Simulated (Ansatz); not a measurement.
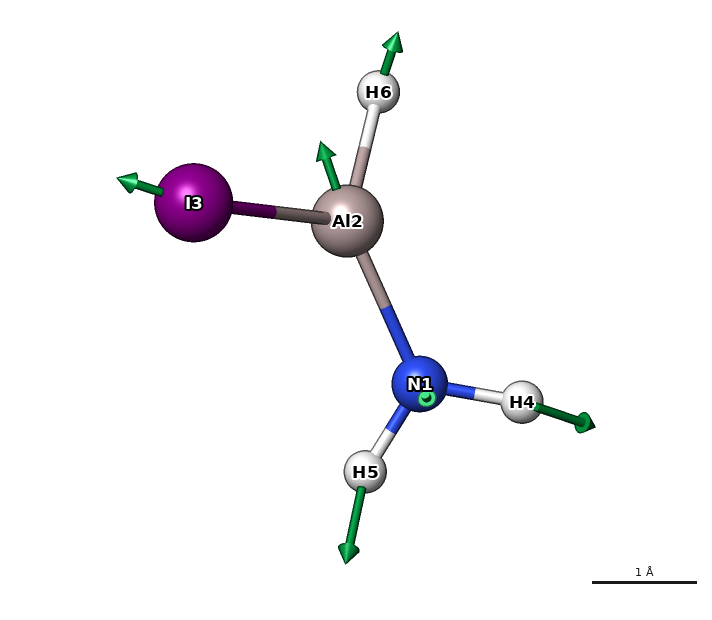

Arrows show the forces on the atoms, 2 Å of arrow for 1 eV/Å; forces under a tenth of the largest aren't drawn. Level of theory: PBE-D4/def2-TZVPP (Ansatz 0.2.0).

List the force components in the frame of the picture (x right, y up, z towards the viewer), in eV/Å.

```tsv
atom	Fx	Fy	Fz
N1	0.02	−0.05	−0.11
Al2	−0.08	0.24	0.00
I3	−0.22	0.07	0.09
H4	0.29	−0.10	−0.26
H5	−0.08	−0.37	0.22
H6	0.07	0.21	0.06
```
